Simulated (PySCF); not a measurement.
# C5H4Cl3F: the cost of one run

Computed with PySCF 2.14.0 and routines of our own; the level stands in each step. Atoms count from 0.

## 1. The starting structure

13 atoms, charge 0, multiplicity 1; geometry from: GFN2-xTB.

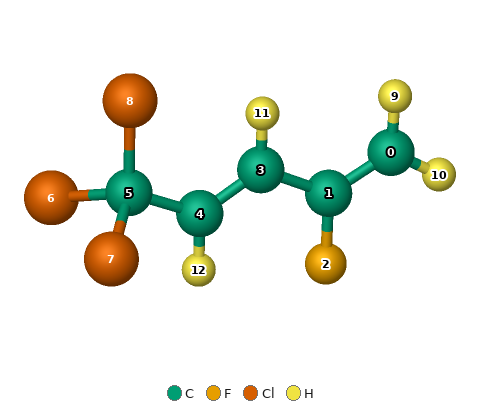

The starting geometry (carbon teal, fluorine amber, chlorine orange, hydrogen yellow).

## 2. Magnetic properties: GIAO B3LYP/pcSseg-1

What the job is given:

```
{"job": {"kind": "mag", "xc": "B3LYP", "basis": "pcSseg-1", "isotopologues": 0}, "charge": 0, "multiplicity": 1}
C     -2.683672     0.277016    -0.116816
C     -1.557040    -0.307499     0.276075
F     -1.620775    -1.513665     0.881172
C     -0.220837     0.228206     0.121536
C      0.871715    -0.409743     0.541138
C      2.261620     0.086477     0.411143
Cl     2.996975     0.212141     2.040220
Cl     3.221426    -1.092855    -0.536858
Cl     2.392487     1.664014    -0.376188
H     -2.668097     1.235452    -0.598839
H     -3.636168    -0.195875     0.040011
H     -0.159677     1.191765    -0.360386
H      0.797652    -1.374949     1.024289
```

Method: GIAO B3LYP/pcSseg-1 magnetisability, rotational g tensor and spin-rotation constants, non-relativistic, gas phase.

Started as:

```sh
$ OMP_NUM_THREADS=1 python excited_run.py task.json out
```

One launch serves the whole session: the jobs run in the order shown.

**Question.** How long does this first job take on 1 thread of Arm Neoverse N1, shared host, and how much memory does it need?

About 66 s, with a peak of 0.87 GiB.
